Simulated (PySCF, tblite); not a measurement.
# C4H6FNSi: geometry, infrared bands and NMR shifts

What infrared bands and NMR shifts should C4H6FNSi (`N#C/C=C\[C@H](F)[SiH3]`) show?

The runs use tblite 0.8.0 and PySCF 2.14.0, with density-fitted response routines of our own; the level of theory stands in each step. All values are computed, except where a source is named. Atoms are numbered from 0 throughout.

## Step 1: Starting geometry

13 atoms, charge 0, multiplicity 1; geometry from: force field or distance geometry start.

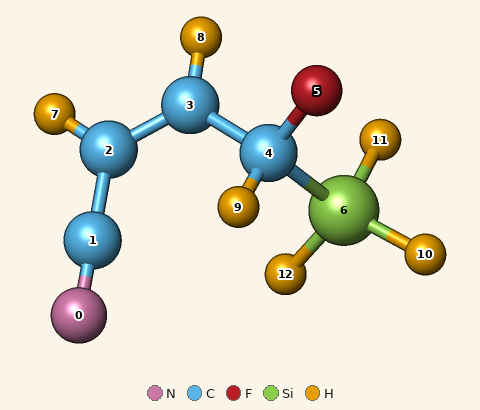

The starting geometry (nitrogen pink, carbon blue, fluorine red, silicon green, hydrogen amber), atoms numbered; sticks join atoms by distance.

## Step 2: Geometry optimisation with GFN2-xTB

The job: settings as JSON, then the geometry in Å.

```
{"job": {"kind": "relax", "xc": "GFN2-xTB", "basis": "xTB"}, "charge": 0, "multiplicity": 1}
N      2.115100    -2.079000     0.660700
C      1.929900    -0.944500     0.452500
C      1.708500     0.443800     0.226100
C      0.618100     0.903900    -0.396400
C     -0.425700    -0.072600    -0.855400
F     -0.933300     0.295700    -2.079500
Si    -1.729700    -0.166300     0.467200
H      2.427700     1.163400     0.552500
H      0.469200     1.943000    -0.554700
H      0.046200    -1.065400    -0.968900
H     -2.831000    -1.044500     0.063200
H     -2.316800     1.170700     0.685800
H     -1.082500    -0.547800     1.729300
```

Run with:

```
$ OMP_NUM_THREADS=1 python probes_run.py task.json out
```

One launch serves the whole session: the jobs run in the order shown.

**Question.** This job is followed by: GFN2-xTB harmonic vibrations, gas phase; GIAO PBE0/pcSseg-1 NMR shielding, non-relativistic, gas phase. Predict these results of the whole session: strongest single infrared mode (GFN2-xTB); zero-point energy (GFN2-xTB); 13C shifts against TMS (PBE0/pcSseg-1); 1H shifts against TMS (PBE0/pcSseg-1, means over atoms taken as alike); 15N shifts against NH3 (PBE0/pcSseg-1); 19F shifts against CFCl3 (PBE0/pcSseg-1); 29Si shifts against TMS (PBE0/pcSseg-1).

**Answer**, as computed:

| quantity | value |
| --- | --- |
| strongest single infrared mode (GFN2-xTB) | 775 cm⁻¹, 354 km/mol |
| zero-point energy (GFN2-xTB) | 52.3 kcal/mol |
| 13C shifts against TMS (PBE0/pcSseg-1) | 167.5, 120.4, 98.1, 91.7 ppm |
| 1H shifts against TMS (PBE0/pcSseg-1, means over atoms taken as alike) | 7.45, 6.27, 5.17, 4.06 ppm |
| 15N shifts against NH3 (PBE0/pcSseg-1) | 336.1 ppm |
| 19F shifts against CFCl3 (PBE0/pcSseg-1) | -249.6 ppm |
| 29Si shifts against TMS (PBE0/pcSseg-1) | -68.6 ppm |

In words: Over 81 steps the energy fell by 0.232 eV; of the close pairs, C4–Si6 changed most, 1.860 to 1.945 Å. All 33 modes are real, so the xTB geometry is a minimum. Unscaled tight-binding wavenumbers are off by several per cent, some by more. Its intensities can rank the bands wrongly. At PBE0/pcSseg-1: The widest tensor belongs to N0: span 414 ppm, with a paramagnetic part of -409 ppm.
